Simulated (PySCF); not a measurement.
# C₂H₁₁NSi₂ (SMILES CCN[SiH2][SiH3]): what the fields show

The calculation's input:

```
{"job": {"kind": "uv", "xc": "wB97X-D", "basis": "def2-SVPD", "nstates": 8, "ntriplets": 3}, "charge": 0, "multiplicity": 1}
C     -2.209238     0.228340    -0.363707
C     -1.154482     0.223611     0.741915
N     -0.272365    -0.916761     0.690558
Si     1.077293    -1.036571    -0.375588
Si     2.380901     0.845392    -0.115447
H     -1.727398     0.266258    -1.337769
H     -2.863084     1.090385    -0.259760
H     -2.813494    -0.675466    -0.311703
H     -0.541023     1.124792     0.659881
H     -1.652449     0.240113     1.719123
H     -0.776409    -1.770856     0.881672
H      0.708783    -1.243998    -1.796491
H      1.690133    -2.299595     0.053919
H      3.802676     0.507517    -0.001987
H      2.065193     1.662690     1.061883
H      2.277364     1.763094    -1.257909
```

Launched as:

```sh
OMP_NUM_THREADS=1 python probes_run.py task.json out
```

Geometry: GFN2-xTB.

Level of theory: wB97X-D/def2-SVPD, SCF density, gas phase in PySCF 2.14.0.

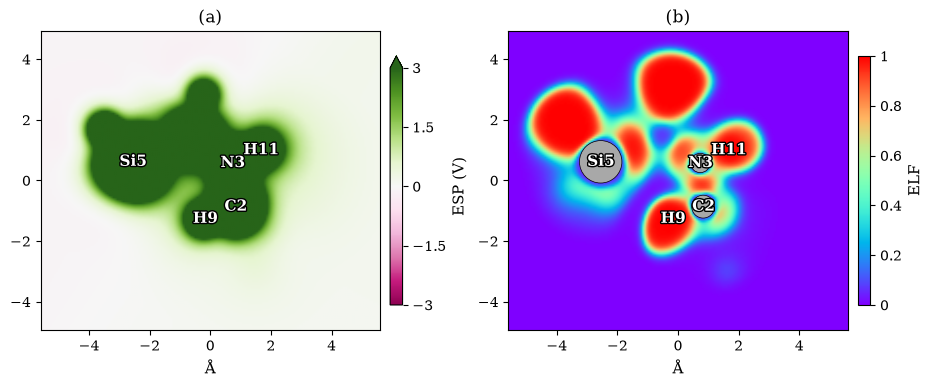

Figure 1. (a) molecular electrostatic potential; (b) ELF on the plane of atoms C2, N3 and H11. Grey discs cover the atomic cores in the ELF map.

> Read the bonding off the picture.

The section cuts through C, N, Si and H sites.
C–N (1.44 Å): the ELF peaks at about 0.95 between the atoms (localised, covalent bonding).
N–H (1.01 Å): the ELF climbs to about 1 towards the hydrogen, as it does in any bond to H (an ordinary covalent bond to hydrogen).
C–H (1.09 Å): the ELF climbs to about 1 towards the hydrogen; an ordinary covalent bond to hydrogen.
The potential has no marked negative region in this plane.

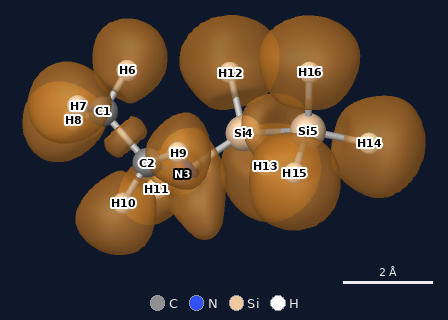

Figure 2. Isosurface of the electron localisation function at 0.75 (orange), seen from one side. Only the valence region is drawn (cores and ρ < 0.01 e/Å³ removed).

> Describe the localisation domains.

At this value the surface marks out one region between bonded C–C atoms (shared pairs), one region between bonded Si–Si atoms (shared pairs), ten regions around hydrogen nuclei and one joined region spread over several atoms (H, N), in which their bonds and any lone pairs are merged.


 C–C (1.53 Å): the ELF peaks at about 0.95 between the atoms: localised, covalent bonding.

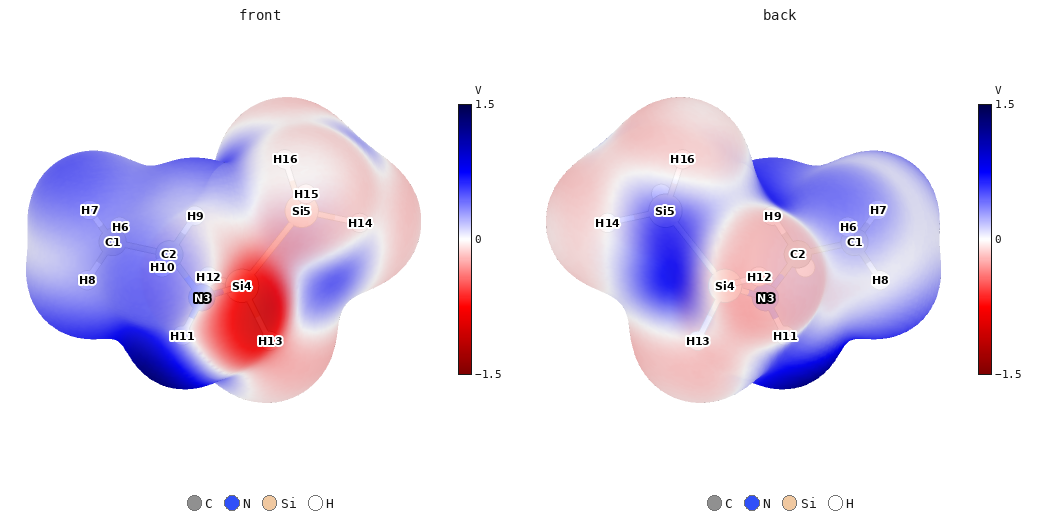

Figure 3. The molecular electrostatic potential painted on the density surface at 0.001 e/bohr³, seen from the front and from behind; the colour scale runs from red (negative) to blue (positive).

> Describe the electrostatic potential map.

The most negative region (about −0.9 V, or −21 kcal/mol for a unit charge) lies over N3, the most positive (about +1.2 V, or +28 kcal/mol for a unit charge) over H11.

> How polar is the molecule by this calculation?

Its dipole moment is 1.34 D.
